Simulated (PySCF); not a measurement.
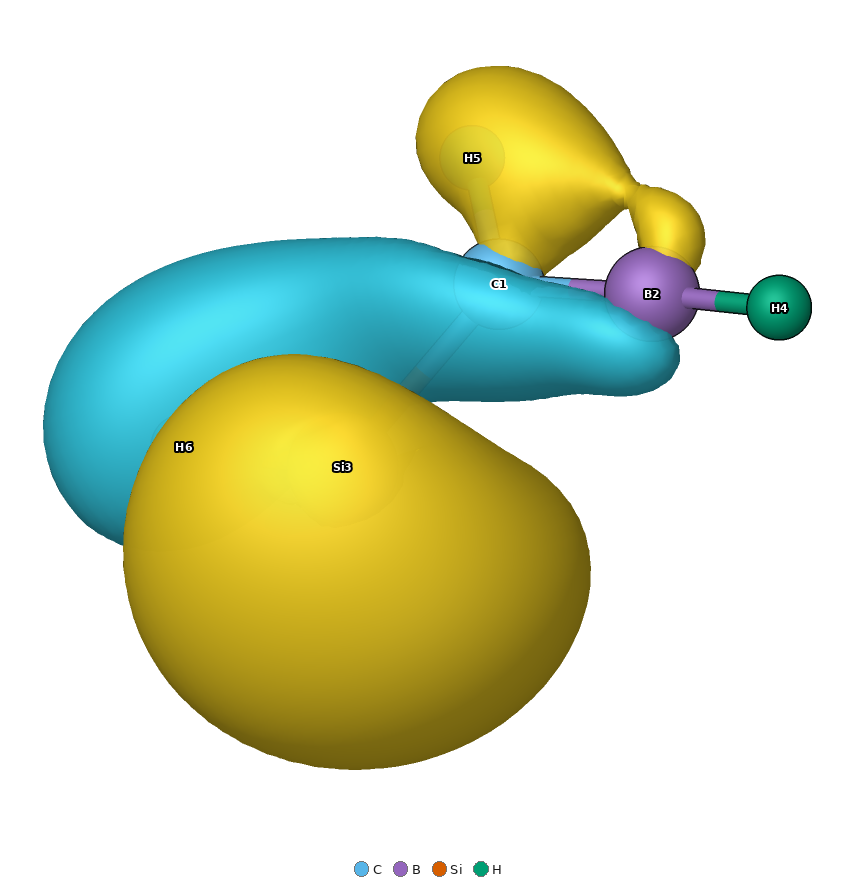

Figure 1: CH₃BSi (SMILES [BH]C=[SiH+]) (charge +1, doublet). The LUMO (β) at ±0.08 Å⁻³ᐟ² (yellow and cyan are the two phases), seen at an oblique angle.

Geometry: PBE0-D3(BJ)/def2-SVP.

Method: PySCF, Gaussian-basis quantum chemistry of an isolated molecule with PySCF, energy and nuclear gradient, functional PBE0.

```xyz
6

C     0.0408    1.7532   -1.0343
B     0.4821    0.5164   -0.5130
Si    0.3887    3.2994   -0.2613
H     0.8717   -0.5024   -0.0430
H    -0.5498    1.7860   -1.9674
H    -0.1122    4.5710   -0.8739
```

Where does this orbital lie, and at what energy?

Answer. Its weight (Hirshfeld) is mainly on Si3 (about 75 %), H6 (about 10 %) and C1 (about 10 %); it is symmetric in the molecular plane (an in-plane orbital: σ, lone-pair or in-plane π type). Its energy is −9.14 eV.
